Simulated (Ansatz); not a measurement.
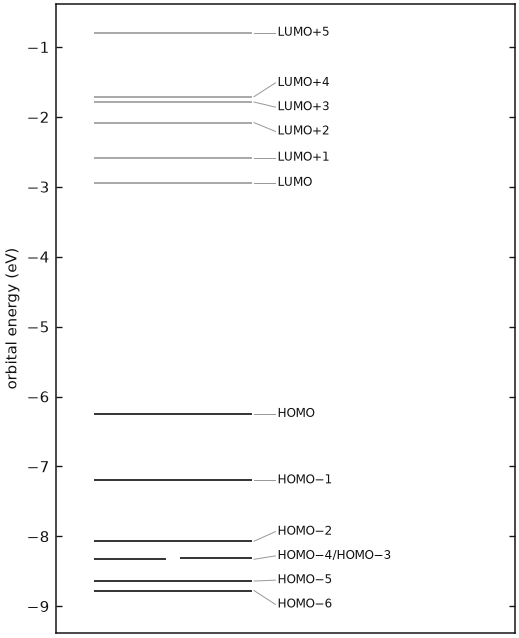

CH₃Cl₃HfSe, SMILES C[Se][Hf]([Cl])([Cl])[Cl], singlet. Kohn-Sham orbital energies near the frontier, PBE/def2-TZVPP, the Ansatz code 0.2.0, at a PBE0-D4/def2-TZVP geometry (no frequency check), isolated molecule; empty levels in grey, levels within 0.03 eV side by side.

Where do the frontier orbitals lie?

HOMO at −6.25 eV, LUMO at −2.94 eV, 3.31 eV apart.

How far below the HOMO does the next level lie?

0.95 eV.

Known limits of this run: core potentials past krypton; no scalar relativity up to krypton; spin-orbit coupling is left out, and with Se and Hf it can shift these levels and split any degenerate set.
